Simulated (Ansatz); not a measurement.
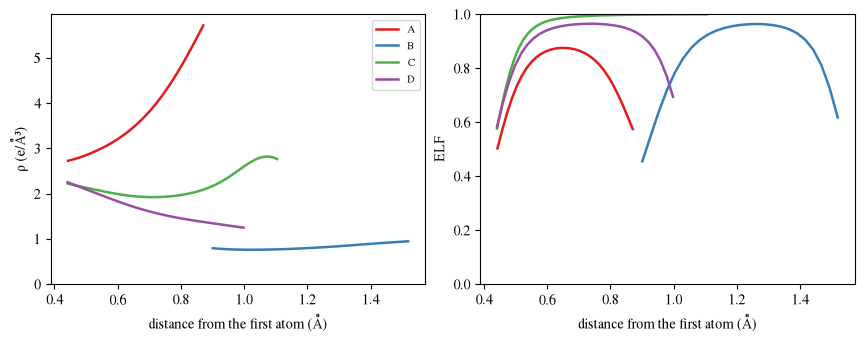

The picture shows: CH₅BGeO. Electron density and ELF along straight lines between neighbouring atoms. The curves leave out the atomic cores.

Geometry: PBE0-D4/def2-TZVP.

Level of theory: RKS PBE0-D4/def2-TZVPP in Ansatz 0.2.0.

The calculation's input:

```
crystal:
  periodic: [false, false, false]
  atoms:
    - {symbol: O, position_ang: [0.029204, 2.199297, 0.167680]}
    - {symbol: C, position_ang: [-0.939754, 1.459839, 0.079667]}
    - {symbol: B, position_ang: [-0.352417, 0.191185, 0.714844]}
    - {symbol: Ge, position_ang: [0.719194, -1.157724, -0.413556]}
    - {symbol: H, position_ang: [-1.891284, 1.796754, -0.367528]}
    - {symbol: H, position_ang: [-0.418678, 0.093658, 1.903055]}
    - {symbol: H, position_ang: [2.094873, -1.452033, 0.205880]}
    - {symbol: H, position_ang: [-0.070322, -2.482634, -0.440937]}
    - {symbol: H, position_ang: [0.917684, -0.694644, -1.866206]}
basis:
  gaussian: {orbitals: def2-TZVPP}
hamiltonian: {xc: pbe0, dispersion: d4}
output: {orbitals: {seedname: orbitals}}
```

Command:

```sh
ansatz run in.yaml --threads 2 --pin off --events-out ev --progress --plain --max-ram 4352MiB
```

> Which curve belongs to which contact (C–B, C–H, C–O and Ge–B)? The first atom named is at distance zero.

Curve A: C–O (1.22 Å): ρ at the midpoint is about 3.3 e/Å³; the ELF peaks at about 0.85 between the atoms; a multiple bond. Curve B: Ge–B (2.06 Å): ρ is about 0.76 e/Å³ halfway; the ELF peaks at about 0.95 between the atoms, as expected for a shared electron pair. Curve C: C–H (1.10 Å): ρ at the midpoint is about 2.1 e/Å³; the ELF climbs to about 1 towards the hydrogen, as it does in any bond to H: an ordinary covalent bond to hydrogen. Curve D: C–B (1.54 Å): the density is about 1.5 e/Å³ at the midpoint; the ELF peaks at about 0.95 between the atoms (a covalent bond).
